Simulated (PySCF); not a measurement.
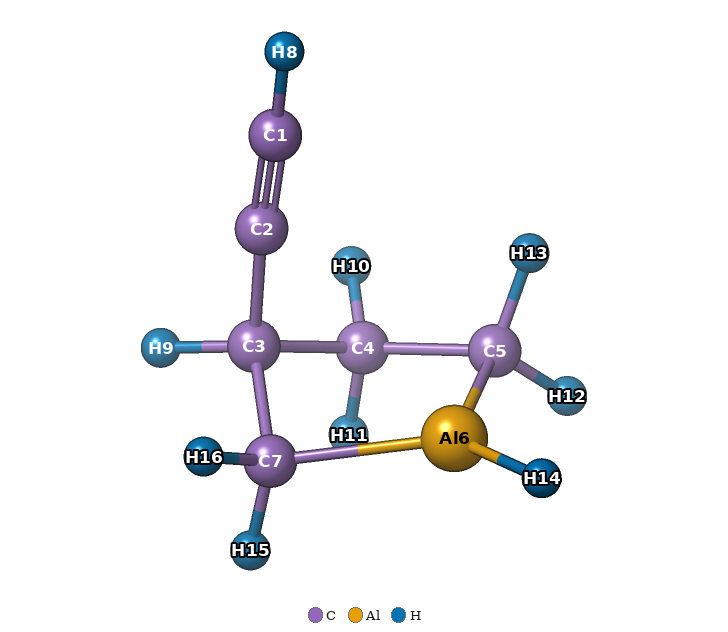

Distant atoms are faded towards the background colour. The computed structure is the end point of a PBE0-D3(BJ)/def2-SVP optimisation. No frequency run is at hand to confirm it as a minimum.

Question: What is the conformation of the ring C3–C4–C5–Al6–C7?

Answer: It is an envelope, with C3 as the flap. The Cremer–Pople amplitude Q is 0.49 Å.

Question: Give the torsion angles round the ring, beginning with the bond from its second to its third atom.

Answer: 28°, 0°, −26°, 47°, −55°.
